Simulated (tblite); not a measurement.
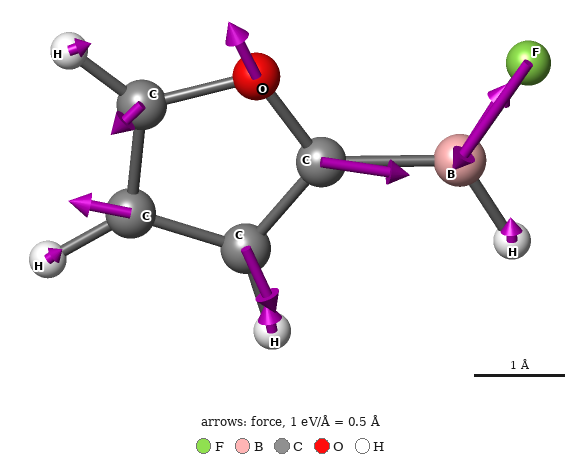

Starting geometry of C$_{4}$H$_{4}$BFO with the computed forces as purple arrows. Style: ball-and-stick. Shown at a tilt.

Theory: GFN2-xTB geometry optimisation, gas phase (tblite 0.8.0). 

Question: Is this structure relaxed? If not, where do the atoms go?

Answer: It isn't relaxed: the largest force vector, on the F atom, is 3.21 eV/Å. The final displacements follow the starting forces only in part (cosine between the two patterns 0.55). The largest move after the best rigid fit is that of the F atom, 0.13 Å. By element the largest moves are F 0.13 Å, H 0.11 Å, C 0.05 Å, B 0.02 Å, O 0.01 Å. Among the contacts that change: B–F 1.446 → 1.319 Å, C–O 1.323 → 1.363 Å, C–C 1.375 → 1.404 Å, C–H 1.095 → 1.071 Å. Among the angles between lasting bonds that change: O–C–H 124.3° → 117.5°, C–C–H 126.1° → 131.4°, B–C–C 126.7° → 130.0°. Over 25 geometry steps the energy falls by 33.3 kJ/mol. The run took 0.16 s on 1 thread of Arm Neoverse N1 (shared host).
